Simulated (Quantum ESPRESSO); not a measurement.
**La2Fe2Se2O3: parallel and opposed starts**

Wanted: the moments of La2Fe2Se2O3 and the energy of each order that was tried.

Calculated with Quantum ESPRESSO 7.5; LDA with U = 4.5 eV on Fe d (ortho-atomic projectors); plane waves with GBRV 1.5 LDA potentials, no spin-orbit coupling.

**1. Starting point**

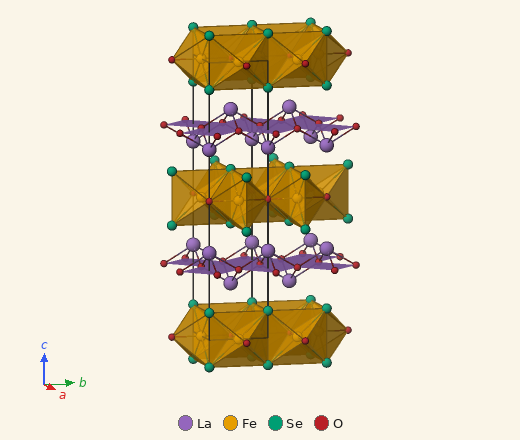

The cell as given, slightly off an axis (lanthanum purple, iron orange, selenium teal, oxygen red). 1×2×1 cells are drawn. This picture shows the conventional cell, with its axes. Some periodic images of atoms are drawn too.

The cell comes from Materials Project 2023-11-01, a database of computed structures, and need not be the stable phase.

**2. Run 1 (ferro ++)**

The signs are those of the starting moments on the seeded atoms, the atoms that are given a moment.

The input, pw.in:

```
&CONTROL
  calculation = 'scf'
  prefix = 'pwscf'
  outdir = './tmp'
  pseudo_dir = './pseudo'
  disk_io = 'nowf'
/
&SYSTEM
  ibrav = 0
  nat = 9
  ntyp = 4
  ecutwfc = 40
  ecutrho = 280
  nbnd = 59
  occupations = 'smearing'
  smearing = 'fd'
  degauss = 0.00367493
  nspin = 2
  starting_magnetization(1) = 0
  starting_magnetization(2) = 0.25
  starting_magnetization(3) = 0
  starting_magnetization(4) = 0
/
&ELECTRONS
  conv_thr = 1.8d-08
  electron_maxstep = 150
  mixing_beta = 0.3
/
ATOMIC_SPECIES
La    138.9055 la_lda_v1.uspp.F.UPF
Fe     55.8450 fe_lda_v1.5.uspp.F.UPF
Se     78.9710 se_lda_v1.uspp.F.UPF
O      15.9990 o_lda_v1.2.uspp.F.UPF
CELL_PARAMETERS angstrom
  -2.0608245057    2.0608395062    9.4894935136
   2.0608245057   -2.0608395062    9.4894935136
   2.0608245057    2.0608395062   -9.4894935136
ATOMIC_POSITIONS crystal
La      0.3136675000    0.3136675000    0.0000000000
La      0.6863325000    0.6863325000    0.0000000000
Fe      0.0000000000    0.5000000000    0.5000000000
Fe      0.5000000000    0.0000000000    0.5000000000
Se      0.9021490000    0.9021490000    0.0000000000
Se      0.0978510000    0.0978510000    0.0000000000
O       0.5000000000    0.5000000000    0.0000000000
O       0.2500010000    0.7500010000    0.5000000000
O       0.7499990000    0.2499990000    0.5000000000
K_POINTS automatic
6 6 6 0 0 0
HUBBARD {ortho-atomic}
U Fe-3d 4.5000
```

Run with:

```bash
> OMP_NUM_THREADS=1 mpirun -n 4 pw.x -nk 4 -in pw.in > pw.out
```

The log of the run:

```text
Program PWSCF v.7.5 starts

     Message from routine setup:
     using ibrav=0 with symmetry is DISCOURAGED, use correct ibrav instead

     K-points division:     npool     =       4
     Subspace diagonalization in iterative solution of the eigenvalue problem:

     G-vector sticks info
     --------------------
     sticks:   dense  smooth     PW     G-vecs:    dense   smooth      PW
     Sum        4395    2511    875                86063    37233    7675

     Using Slab Decomposition

     bravais-lattice index     =            0
     lattice parameter (alat)  =      18.7592  a.u.
     unit-cell volume          =    1087.8896 (a.u.)^3
     number of atoms/cell      =            9
     number of atomic types    =            4
     number of electrons       =        84.00
     number of Kohn-Sham states=           59
     kinetic-energy cutoff     =      40.0000  Ry
     charge density cutoff     =     280.0000  Ry
     scf convergence threshold =      1.8E-08
     mixing beta               =       0.3000
     number of iterations used =            8  plain     mixing
     Exchange-correlation= SLA  PZ   NOGX NOGC
                           (   1   1   0   0   0   0   0)
     Hubbard projectors: ortho-atomic
     Hubbard parameters of DFT+U (Dudarev formulation) in eV:
     U(Fe-3d) =  4.5000

     Internal variables: lda_plus_u =T, lda_plus_u_kind = 0

     Internal variables: orbital_resolved =F, hub_pot_fix =F, apply_U = F

     celldm(1)=  18.759237  celldm(2)=   0.000000  celldm(3)=   0.000000
     celldm(4)=   0.000000  celldm(5)=   0.000000  celldm(6)=   0.000000

     crystal axes: (cart. coord. in units of alat)
               a(1) = (  -0.207599   0.207600   0.955931 )
               a(2) = (   0.207599  -0.207600   0.955931 )
               a(3) = (   0.207599   0.207600  -0.955931 )

     reciprocal axes: (cart. coord. in units 2 pi/alat)
               b(1) = ( -0.000000  2.408475  0.523050 )
               b(2) = (  2.408492  0.000000  0.523050 )
               b(3) = (  2.408492  2.408475  0.000000 )

     PseudoPot. # 1 for La read from file:
     la_lda_v1.uspp.F.UPF
     Pseudo is Ultrasoft + core correction, Zval = 11.0
     Generated by new atomic code, or converted to UPF format
     Using radial grid of  995 points,  8 beta functions with:
                l(1) =   0
                l(2) =   0
                l(3) =   1
                l(4) =   1
                l(5) =   2
                l(6) =   2
                l(7) =   3
                l(8) =   3
     Q(r) pseudized with  8 coefficients,  rinner =    1.700   1.700   1.700
                                                       1.700   1.700   1.700
                                                       1.700

     PseudoPot. # 2 for Fe read from file:
     fe_lda_v1.5.uspp.F.UPF
     Pseudo is Ultrasoft + core correction, Zval = 16.0
     Generated by new atomic code, or converted to UPF format
     Using radial grid of  861 points,  6 beta functions with:
                l(1) =   0
                l(2) =   0
                l(3) =   1
                l(4) =   1
                l(5) =   2
                l(6) =   2
     Q(r) pseudized with  8 coefficients,  rinner =    1.000   1.000   1.000
                                                       1.000   1.000

     PseudoPot. # 3 for Se read from file:
     se_lda_v1.uspp.F.UPF
     Pseudo is Ultrasoft + core correction, Zval =  6.0
     Generated by new atomic code, or converted to UPF format
     Using radial grid of  877 points,  6 beta functions with:
                l(1) =   0
                l(2) =   0
                l(3) =   1
                l(4) =   1
                l(5) =   2
                l(6) =   2
     Q(r) pseudized with  8 coefficients,  rinner =    1.300   1.300   1.300
                                                       1.300   1.300

     PseudoPot. # 4 for O  read from file:
     o_lda_v1.2.uspp.F.UPF
     Pseudo is Ultrasoft + core correction, Zval =  6.0
     Generated by new atomic code, or converted to UPF format
     Using radial grid of  737 points,  5 beta functions with:
                l(1) =   0
                l(2) =   0
                l(3) =   1
                l(4) =   1
                l(5) =   2
     Q(r) pseudized with  8 coefficients,  rinner =    0.900   0.900   0.900
                                                       0.900   0.900

     atomic species   valence    mass     pseudopotential
     La               11.00   138.90550     La( 1.00)
     Fe               16.00    55.84500     Fe( 1.00)
     Se                6.00    78.97100     Se( 1.00)
     O                 6.00    15.99900     O ( 1.00)

     Starting magnetic structure
     atomic species   magnetization
     La              0.000
     Fe              0.250
     Se              0.000
     O               0.000

      8 Sym. Ops., with inversion, found

   Cartesian axes

     site n.     atom                  positions (alat units)
         1        La     tau(   1) = (   0.0000000  -0.0000000   0.5996892  )
         2        La     tau(   2) = (   0.0000000   0.0000000   1.3121736  )
         3        Fe     tau(   3) = (   0.2075987   0.0000000   0.0000000  )
         4        Fe     tau(   4) = (   0.0000000   0.2076003   0.0000000  )
         5        Se     tau(   5) = (  -0.0000000   0.0000000   1.7247852  )
         6        Se     tau(   6) = (   0.0000000   0.0000000   0.1870777  )
         7        O      tau(   7) = (   0.0000000   0.0000000   0.9559314  )
         8        O      tau(   8) = (   0.2075987  -0.0000000   0.4779676  )
         9        O      tau(   9) = (   0.0000000   0.2076003   0.4779638  )

     number of k points=    46  Fermi-Dirac smearing, width (Ry)=  0.0037
                       cart. coord. in units 2pi/alat
        k(    1) = (   0.0000000   0.0000000   0.0000000), wk =   0.0046296
        k(    2) = (   0.4014154   0.4014125   0.0000000), wk =   0.0185185
        k(    3) = (   0.8028308   0.8028250   0.0000000), wk =   0.0185185
        k(    4) = (  -1.2042462  -1.2042375   0.0000000), wk =   0.0092593
        k(    5) = (   0.4014154   0.0000000   0.0871750), wk =   0.0185185
        [... 41 further k-points ...]

     Dense  grid:    86063 G-vectors     FFT dimensions: ( 100, 100, 100)

     Smooth grid:    37233 G-vectors     FFT dimensions: (  75,  75,  75)

     Check: negative core charge=   -0.000014
     Generating pointlists ...
     new r_m :   0.0993 (alat units)  1.8622 (a.u.) for type    1
     new r_m :   0.0856 (alat units)  1.6064 (a.u.) for type    2
     new r_m :   0.1153 (alat units)  2.1625 (a.u.) for type    3
     new r_m :   0.0856 (alat units)  1.6064 (a.u.) for type    4

     Initial potential from superposition of free atoms

     starting charge      81.9426, renormalised to      84.0000

     negative rho (up, down):  8.550E-02 8.550E-02

     STARTING HUBBARD OCCUPATIONS:

     =================== HUBBARD OCCUPATIONS ===================
     ------------------------ ATOM    3 ------------------------
     Tr[ns(  3)] (up, down, total) =   5.00000  0.00000  5.00000
     Atomic magnetic moment for atom   3 =   5.00000
     [... lines left out ...]
     ------------------------ ATOM    4 ------------------------
     Tr[ns(  4)] (up, down, total) =   5.00000  0.00000  5.00000
     Atomic magnetic moment for atom   4 =   5.00000
     [... lines left out ...]
     Number of occupied Hubbard levels =   10.0000

     Atomic wfc used for Hubbard projectors are orthogonalized

     Starting wfcs are   86 randomized atomic wfcs

     Self-consistent Calculation

     iteration #  1     ecut=    40.00 Ry     beta= 0.30
     Davidson diagonalization with overlap
     ethr =  1.00E-02,  avg # of iterations =  4.8

     =================== HUBBARD OCCUPATIONS ===================
     ------------------------ ATOM    3 ------------------------
     Tr[ns(  3)] (up, down, total) =   4.96317  4.31711  9.28028
     Atomic magnetic moment for atom   3 =   0.64605
     [... lines left out ...]
     ------------------------ ATOM    4 ------------------------
     Tr[ns(  4)] (up, down, total) =   4.96318  4.31697  9.28015
     Atomic magnetic moment for atom   4 =   0.64621
     [... lines left out ...]
     Number of occupied Hubbard levels =   18.5604

     negative rho (up, down):  8.337E-02 8.342E-02

     total energy              =    -865.78481394 Ry
     estimated scf accuracy    <      52.54191708 Ry

     total magnetization       =     1.65 Bohr mag/cell
     absolute magnetization    =     2.28 Bohr mag/cell

     iteration #  2     ecut=    40.00 Ry     beta= 0.30
     Davidson diagonalization with overlap
     ethr =  1.00E-02,  avg # of iterations =  6.8

     negative rho (up, down):  1.038E-04 1.257E-04

     total energy              =    -861.22768867 Ry
     estimated scf accuracy    <     675.84373541 Ry

     total magnetization       =     0.07 Bohr mag/cell
     absolute magnetization    =     0.22 Bohr mag/cell

     iteration #  3     ecut=    40.00 Ry     beta= 0.30
     Davidson diagonalization with overlap
     ethr =  1.00E-02,  avg # of iterations =  9.2

     negative rho (up, down):  7.785E-03 7.791E-03

     total energy              =    -887.69255924 Ry
     estimated scf accuracy    <      21.68040521 Ry

     total magnetization       =     5.09 Bohr mag/cell
     absolute magnetization    =     5.63 Bohr mag/cell

     [... further iterations left out ...]

     iteration # 20     ecut=    40.00 Ry     beta= 0.30
     Davidson diagonalization with overlap
     ethr =  2.71E-10,  avg # of iterations =  3.9

     negative rho (up, down):  6.099E-02 6.283E-02

     total energy              =    -888.87893259 Ry
     estimated scf accuracy    <       0.00000014 Ry

     total magnetization       =     8.00 Bohr mag/cell
     absolute magnetization    =     8.03 Bohr mag/cell

     iteration # 21     ecut=    40.00 Ry     beta= 0.30
     Davidson diagonalization with overlap
     ethr =  1.64E-10,  avg # of iterations =  2.9

     negative rho (up, down):  6.100E-02 6.284E-02

     total energy              =    -888.87893263 Ry
     estimated scf accuracy    <       0.00000003 Ry

     total magnetization       =     8.00 Bohr mag/cell
     absolute magnetization    =     8.03 Bohr mag/cell

     iteration # 22     ecut=    40.00 Ry     beta= 0.30
     Davidson diagonalization with overlap
     ethr =  2.99E-11,  avg # of iterations =  4.5

     negative rho (up, down):  6.100E-02 6.284E-02

     total energy              =    -888.87893265 Ry
     estimated scf accuracy    <       0.00000002 Ry

     total magnetization       =     8.00 Bohr mag/cell
     absolute magnetization    =     8.03 Bohr mag/cell

     iteration # 23     ecut=    40.00 Ry     beta= 0.30
     Davidson diagonalization with overlap
     ethr =  2.82E-11,  avg # of iterations =  4.1

     negative rho (up, down):  6.100E-02 6.284E-02

     Magnetic moment per site  (integrated on atomic sphere of radius R)
     atom   1 (R=0.099)  charge=  6.2450  magn=  0.0117
     atom   2 (R=0.099)  charge=  6.2450  magn=  0.0117
     atom   3 (R=0.086)  charge= 13.3181  magn=  3.3508
     atom   4 (R=0.086)  charge= 13.3181  magn=  3.3508
     atom   5 (R=0.115)  charge=  4.4812  magn=  0.1058
     atom   6 (R=0.115)  charge=  4.4812  magn=  0.1058
     atom   7 (R=0.086)  charge=  5.5976  magn=  0.2010
     atom   8 (R=0.086)  charge=  5.6016  magn=  0.0071
     atom   9 (R=0.086)  charge=  5.6016  magn=  0.0071

     End of self-consistent calculation

     =================== HUBBARD OCCUPATIONS ===================
     ------------------------ ATOM    3 ------------------------
     Tr[ns(  3)] (up, down, total) =   4.92633  1.24920  6.17553
     Atomic magnetic moment for atom   3 =   3.67713
     [... lines left out ...]
     ------------------------ ATOM    4 ------------------------
     Tr[ns(  4)] (up, down, total) =   4.92633  1.24920  6.17553
     Atomic magnetic moment for atom   4 =   3.67713
     [... lines left out ...]
     Number of occupied Hubbard levels =   12.3511

     [... lines left out ...]
     the Fermi energy is    10.1586 ev

!    total energy              =    -888.87893266 Ry
     estimated scf accuracy    <       0.00000002 Ry
     smearing contrib. (-TS)   =      -0.00000002 Ry
     internal energy E=F+TS    =    -888.87893263 Ry

     The total energy is F=E-TS. E is the sum of the following terms:
     one-electron contribution =    -515.30461899 Ry
     hartree contribution      =     298.76274525 Ry
     xc contribution           =    -235.95951885 Ry
     ewald contribution        =    -436.51488864 Ry
     Hubbard energy            =       0.13734860 Ry

     total magnetization       =     8.00 Bohr mag/cell
     absolute magnetization    =     8.03 Bohr mag/cell

     convergence has been achieved in  23 iterations

=------------------------------------------------------------------------------=
   JOB DONE.
=------------------------------------------------------------------------------=
```

Wall time 9.2 min (4 MPI ranks of AMD EPYC 9R14 (Zen 4), shared host); peak memory 2.1 GiB; 37 min of CPU time.

Spin moment in the atom's sphere by atom:

```csv
atom,spin moment in the atom's sphere (μB)
La1,0.01
La2,0.01
Fe3,3.35
Fe4,3.35
Se5,0.11
Se6,0.11
O7,0.20
O8,0.01
O9,0.01
```

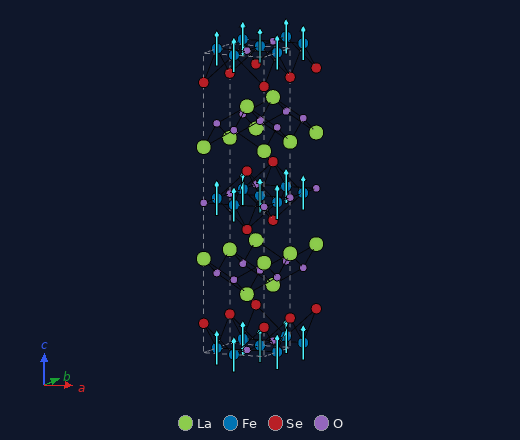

Spin moment in the atom's sphere as arrows, the longest 3.35 μB. Up and down stand for the sign. Arrows give size and sign along the axis of quantisation, drawn up and down the page. 1×2×1 conventional cells are drawn. Some periodic images of atoms are drawn too.

Numbers from this step:

| Quantity | Value |
| --- | --- |
| smearing term TS | 3.28e-7 eV |
| magnetization | 8 μB |
| absolute magnetization | 8.027 μB |
| final state | ferromagnetic |

(Part 1 of 2 ends here.)

[Logs and program files are shortened in this print: banners, set-up blocks, solver, clock and traceback lines can be left out without a mark of their own.]

[Logs are printed without paths, hosts, clocks, repeated set-up lines and the standing remarks that a program may print on its own settings, such as how far it seeks lower states.]

[Hosts, paths, dates, database ids (printed as entryN), source tags and the programs' standing remarks are cut or masked in the printed files.]

[Where a cell is said to come from a database of computed structures, the database is the Materials Project.]
